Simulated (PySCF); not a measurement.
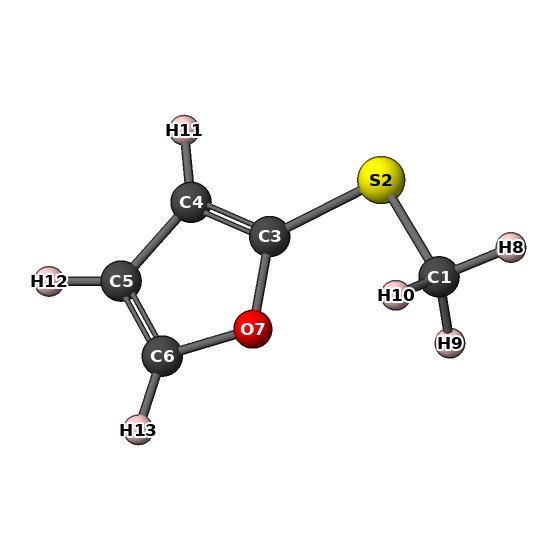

The questions are on isotropic NMR shieldings of the C atoms. The geometry was computed by an optimisation with PBE0-D3(BJ)/def2-SVP. No frequency run is at hand to confirm it as a minimum. Properties computed with GIAO PBE0/pcSseg-0 NMR shielding, non-relativistic, gas phase (PySCF 2.14.0).

Which C atom is the most shielded (lowest chemical shift)?

C1 (175.6 ppm).

Which C atom is the least shielded (highest chemical shift)?

C3 (31.2 ppm).

How wide is the range of C shifts?

144.4 ppm.

Give the isotropic NMR shieldings of the C atoms atom by atom.

```tsv
atom	σ (ppm)
C1	175.6
C3	31.2
C4	79.7
C5	69.1
C6	39.2
```
